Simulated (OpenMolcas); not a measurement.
# MoCl5 (SMILES [Cl][Mo]([Cl])([Cl])([Cl])[Cl]), step by step

We compute a series of 9 runs (ROHF/ANO-RCC-MB, CASSCF(1,5)/ANO-RCC-VDZ, CASPT2(1,5)/ANO-RCC-VDZ, PC-NEVPT2(1,5)/ANO-RCC-VDZ, MC-PDFT[tOreLYP](1,5)/ANO-RCC-VDZ, SC-NEVPT2(1,5)/ANO-RCC-VDZ, CASPT2[IPEA 0](1,5)/ANO-RCC-VDZ) of MoCl5. 

The results are computed with OpenMolcas 26.06.

1 further run of the same task is left out (it didn't finish).

## (1) The system as given

MoCl5 has 6 atoms, charge 0, and is taken as a doublet. SMILES: `[Cl][Mo]([Cl])([Cl])([Cl])[Cl]`. The shape comes from GFN2-xTB, which is rough for such elements, and wasn't checked as a minimum.

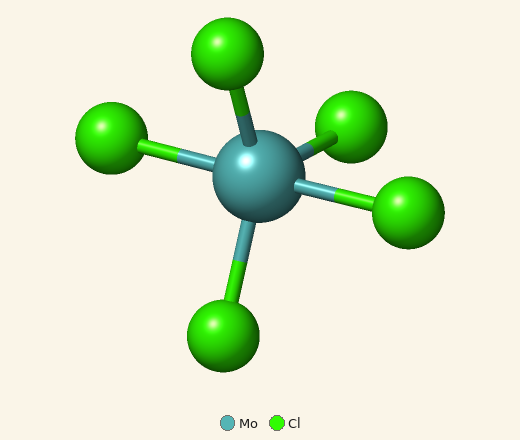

Viewed from a chosen angle; molybdenum teal, chlorine green.

## (2) A single-point energy at ROHF/ANO-RCC-MB (DKH2) (run 1)

File step1.input:

```
&GATEWAY
Coord
6
angstrom
Mo       0.054910       0.094720      -0.000680
Cl       0.027720       0.059640       2.356240
Cl       0.064750       0.085710      -2.355230
Cl       2.225400      -0.141540       0.015100
Cl      -1.326370       1.784270       0.002820
Cl      -1.046420      -1.882790      -0.018240
Basis
ANO-RCC-MB
Group
NoSym
&SEWARD
&SCF
UHF
Spin
2
PrOrbitals
1
&RASSCF
FileOrb
$Project.UnaOrb
Spin
2
Nactel
1 0 0
Inactive
63
Ras2
1
OutOrbitals
Canonical
OrbListing
Few
```

Started as:

```
$ export MOLCAS_MEM=1860
$ pymolcas step1.input > step1.log
```

Output:

```text
--- Start Module: gateway ---
[...]
--- Stop Module: gateway /rc=_RC_ALL_IS_WELL_ ---
[...]
      Basis functions           72
[...]
--- Start Module: scf ---
[...]
       Convergence after  23 Iterations
[...]
::    Total SCF energy                              -6350.1988317525
[...]
      Total spin, S                                     0.5270493523
[...]
--- Stop Module: scf /rc=_RC_ALL_IS_WELL_ ---
[...]
--- Start Module: rasscf ---
[...]
      Number of active orbitals                  1
[...]
      Spin quantum number                      0.5
[...]
      Active orbitals                            1
[...]
      Number of CSFs                             1
[...]
      Number of root(s) required                 1
[...]
      Convergence after 11 iterations
[...]
      printout of CI-coefficients larger than  0.05 for root  1
      energy=   -6350.196907
      conf/sym  1     Coeff  Weight
             1  u   1.00000 1.00000
      Natural orbitals and occupation numbers for root  1
      sym 1:   1.000000
      ************************************************************************************************************************
      *                                                    Final results                                                     *
[...]
::    RASSCF root number  1 Total energy:  -6350.19690750
[...]
      Total electronic charge=  127.000000
      Total            charge=   -0.000000
[...]
      Dipole Moment (debye):
      Origin of the operator (angstrom)=    0.0127    0.0219   -0.0002
                   X=  4.0290E-01               Y=  7.4558E-01               Z= -1.7170E-02           Total=  8.4765E-01
      Quadrupole Moment (debye*angstrom):
[...]
--- Stop Module: rasscf /rc=_RC_ALL_IS_WELL_ ---
[...]
```

It took 25 s on 1 thread of AMD EPYC 7R43 (Zen 3), shared host; peak memory 0.47 GiB.

## (3) The vertical excitations at CASSCF(1,5)/ANO-RCC-VDZ (DKH2, RICD fitting, 5 states averaged) (run 2)

File step2.input:

```
* Cl5Mo CASSCF
>>> EXPORT MOLCAS_PRINT=2
&GATEWAY
COORD
6
angstrom
Mo       0.054910       0.094720      -0.000680
Cl       0.027720       0.059640       2.356240
Cl       0.064750       0.085710      -2.355230
Cl       2.225400      -0.141540       0.015100
Cl      -1.326370       1.784270       0.002820
Cl      -1.046420      -1.882790      -0.018240
BASIS = ANO-RCC-MB
GROUP = NoSym
&SEWARD
&RASSCF
FILEORB = $CurrDir/step1.RasOrb
SPIN = 2
NACTEL = 1 0 0
INACTIVE = 63
RAS2 = 5
CIROOT = 5 5 1
ORBLISTING = Nothing
>>> COPY $Project.RunFile RUNFIL1
>>> COPY $Project.RasOrb INPORB
&GATEWAY
COORD
6
angstrom
Mo       0.054910       0.094720      -0.000680
Cl       0.027720       0.059640       2.356240
Cl       0.064750       0.085710      -2.355230
Cl       2.225400      -0.141540       0.015100
Cl      -1.326370       1.784270       0.002820
Cl      -1.046420      -1.882790      -0.018240
BASIS = ANO-RCC-VDZ
GROUP = NoSym
RICD
&SEWARD
>>> COPY $Project.RunFile RUNFIL2
&EXPBAS
&RASSCF
FILEORB = $Project.ExpOrb
SPIN = 2
NACTEL = 1 0 0
INACTIVE = 63
RAS2 = 5
CIROOT = 5 5 1
ORBLISTING = Few
```

Started as:

```
$ export MOLCAS_MEM=1860
$ pymolcas step2.input > step2.log
```

Output:

```text
--- Start Module: gateway ---
[...]
--- Stop Module: gateway /rc=_RC_ALL_IS_WELL_ ---
[...]
      Basis functions           72
[...]
      Number of active orbitals                  5
[...]
      Spin quantum number                      0.5
[...]
      Active orbitals                            5
[...]
      Number of CSFs                             5
[...]
      Number of root(s) required                 5
[...]
      Convergence after 15 iterations
[...]
      printout of CI-coefficients larger than  0.05 for root  1
      energy=   -6350.194141
      conf/sym  11111     Coeff  Weight
             1  u0000   0.99994 0.99987
[...]
      Natural orbitals and occupation numbers for root  1
      sym 1:   1.000000   0.000000   0.000000  -0.000000   0.000000
      Natural orbitals and occupation numbers for root  2
      sym 1:   0.000000   1.000000   0.000000  -0.000000   0.000000
      Natural orbitals and occupation numbers for root  3
      sym 1:   0.000000  -0.000000   1.000000  -0.000000   0.000000
[...]
::    RASSCF root number  1 Total energy:  -6350.19414059
::    RASSCF root number  2 Total energy:  -6350.19022113
[...]
      Basis functions          101
[...]
--- Start Module: expbas ---
[...]
--- Stop Module: expbas /rc=_RC_ALL_IS_WELL_ ---
[...]
      Convergence after 18 iterations
[...]
      Natural orbitals and occupation numbers for root  2
      sym 1:   0.000000   1.000000   0.000000   0.000000   0.000000
      Natural orbitals and occupation numbers for root  3
      sym 1:  -0.000000   0.000000   1.000000   0.000000   0.000000
      Natural orbitals and occupation numbers for root  4
      sym 1:   0.000000   0.000000   0.000000   1.000000   0.000000
      Natural orbitals and occupation numbers for root  5
      sym 1:  -0.000000   0.000000   0.000000   0.000000   1.000000
      ************************************************************************************************************************
      *                                                    Final results                                                     *
[...]
::    RASSCF root number  2 Total energy:  -6350.27531247
::    RASSCF root number  3 Total energy:  -6350.23672279
::    RASSCF root number  4 Total energy:  -6350.21522317
::    RASSCF root number  5 Total energy:  -6350.14255478
[...]
      Total electronic charge=  127.000000
      Total            charge=   -0.000000
[...]
      Dipole Moment (debye):
      Origin of the operator (angstrom)=    0.0127    0.0219   -0.0002
                   X=  1.1211E-01               Y=  2.7661E-01               Z= -3.6126E-02           Total=  3.0065E-01
      Quadrupole Moment (debye*angstrom):
[...]
```

Run time: 45 s. Hardware: 1 thread of AMD EPYC 7R43 (Zen 3), shared host; peak memory 0.46 GiB.

The roots found:

```tsv
excited state	energy (eV)
1	0.156
2	1.206
3	1.791
4	3.768
```

Runs 3 to 8 aren't shown in full; the table further down has their settings and results.

## (4) The vertical excitations at CASPT2[IPEA 0](1,5)/ANO-RCC-VDZ (DKH2, RICD fitting, ipea shift 0 Eh, pt2 variant XMS, 5 states averaged, sigma2 shift 0.3) (run 9)

File step9.input:

```
&GATEWAY
 Coord
 6
 angstrom
 Mo       0.054910       0.094720      -0.000680
 Cl       0.027720       0.059640       2.356240
 Cl       0.064750       0.085710      -2.355230
 Cl       2.225400      -0.141540       0.015100
 Cl      -1.326370       1.784270       0.002820
 Cl      -1.046420      -1.882790      -0.018240
 Basis
 ANO-RCC-VDZ
 Group
 NoSym
 RICD

&SEWARD

&RASSCF
 FileOrb
 $CurrDir/step2.RasOrb
 Spin
 2
 Nactel
 1 0 0
 Inactive
 63
 Ras2
 5
 CIRoot
 5 5 1
 OrbListing
 Few

&CASPT2
 XMultistate
 all
 IPEA
 0
 Sig2
 0.3
```

Started as:

```
$ export MOLCAS_MEM=1860
$ pymolcas step9.input > step9.log
```

Output:

```text
--- Start Module: gateway ---
[...]
--- Stop Module: gateway /rc=_RC_ALL_IS_WELL_ ---
[...]
      Basis functions          101
[...]
--- Start Module: rasscf ---
[...]
      Number of active orbitals                  5
[...]
      Spin quantum number                      0.5
[...]
      Active orbitals                            5
[...]
      Number of CSFs                             5
[...]
      Number of root(s) required                 5
[...]
      Convergence after  4 iterations
[...]
      printout of CI-coefficients larger than  0.05 for root  1
      energy=   -6350.281031
      conf/sym  11111     Coeff  Weight
             1  u0000   0.93514 0.87448
             2  0u000   0.06577 0.00433
             3  00u00  -0.34804 0.12113
[...]
      Natural orbitals and occupation numbers for root  1
      sym 1:   1.000000  -0.000000  -0.000000  -0.000000  -0.000000
      Natural orbitals and occupation numbers for root  2
      sym 1:   0.000000   1.000000   0.000000  -0.000000  -0.000000
      Natural orbitals and occupation numbers for root  3
      sym 1:  -0.000000   0.000000   1.000000  -0.000000  -0.000000
      Natural orbitals and occupation numbers for root  4
      sym 1:   0.000000   0.000000  -0.000000   1.000000   0.000000
      Natural orbitals and occupation numbers for root  5
      sym 1:   0.000000   0.000000   0.000000   0.000000   1.000000
      ************************************************************************************************************************
      *                                                    Final results                                                     *
[...]
::    RASSCF root number  1 Total energy:  -6350.28103126
::    RASSCF root number  2 Total energy:  -6350.27531252
[...]
      Total electronic charge=  127.000000
      Total            charge=   -0.000000
[...]
      Dipole Moment (debye):
      Origin of the operator (angstrom)=    0.0127    0.0219   -0.0002
                   X=  1.1210E-01               Y=  2.7660E-01               Z= -3.6126E-02           Total=  3.0063E-01
      Quadrupole Moment (debye*angstrom):
[...]
--- Stop Module: rasscf /rc=_RC_ALL_IS_WELL_ ---
[...]
--- Start Module: caspt2 ---
[...]
::    XMS-CASPT2 Root  2     Total energy:  -6350.84178455
::    XMS-CASPT2 Root  3     Total energy:  -6350.79799703
::    XMS-CASPT2 Root  4     Total energy:  -6350.77822630
::    XMS-CASPT2 Root  5     Total energy:  -6350.70173581
[...]
--- Stop Module: caspt2 /rc=_RC_ALL_IS_WELL_ ---
[...]
```

It took 28 s on 1 thread of AMD EPYC 7R43 (Zen 3), shared host; peak memory 0.29 GiB.

The roots found:

```tsv
excited state	energy (eV)
1	0.188
2	1.380
3	1.918
4	3.999
```

## (5) The series

```tsv
run	level	integral approximation	task	energy (Eh)	dipole moment (D) of the reference	wall time
1	ROHF/ANO-RCC-MB (DKH2)	none	energy	-6350.196907	0.85	25 s
2	CASSCF(1,5)/ANO-RCC-VDZ (DKH2, RICD fitting, 5 states averaged)	RICD	excited	-6350.281031	1.10	45 s
3	CASSCF(1,5)/ANO-RCC-VDZ (DKH2, RICD fitting, multiplet size 2, 5 states averaged)	RICD	magnetism	-6350.281031	–	17 s
4	CASPT2(1,5)/ANO-RCC-VDZ (DKH2, RICD fitting, ipea shift 0.25 Eh, multiplet size 2, pt2 variant MS, 5 states averaged)	RICD	magnetism	-6350.829298	–	27 s
5	PC-NEVPT2(1,5)/ANO-RCC-VDZ (DKH2, RICD fitting, pt2 variant QD-PC-NEVPT2, 5 states averaged)	RICD	excited	-6350.795063	1.10	24 s
6	MC-PDFT[tOreLYP](1,5)/ANO-RCC-VDZ (DKH2, RICD fitting, 5 states averaged)	RICD	excited	-6357.295899	1.10	23 s
7	CASPT2(1,5)/ANO-RCC-VDZ (DKH2, RICD fitting, ipea shift 0.25 Eh, pt2 variant SS)	RICD	energy	-6350.822043	1.06	28 s
8	SC-NEVPT2(1,5)/ANO-RCC-VDZ (DKH2, RICD fitting, pt2 variant SC-NEVPT2)	RICD	energy	-6350.771569	1.06	27 s
9	CASPT2[IPEA 0](1,5)/ANO-RCC-VDZ (DKH2, RICD fitting, ipea shift 0 Eh, pt2 variant XMS, 5 states averaged, sigma2 shift 0.3)	RICD	excited	-6350.848701	1.10	28 s
```

## (6) What came out

```
                                                                                 quantity           value
                  run 9, CASPT2[IPEA 0](1,5)/ANO-RCC-VDZ: energy of the lowest of 5 roots  -6350.84870 Eh
                   run 9, CASPT2[IPEA 0](1,5)/ANO-RCC-VDZ: dipole moment (CASSCF density)          1.10 D
run 9, CASPT2[IPEA 0](1,5)/ANO-RCC-VDZ: lowest excitation energy within this active space         0.19 eV
```

What this shows: In run 1 the basis is minimal, so the values are rough. All runs together took 4.1 min, the longest 45 s.
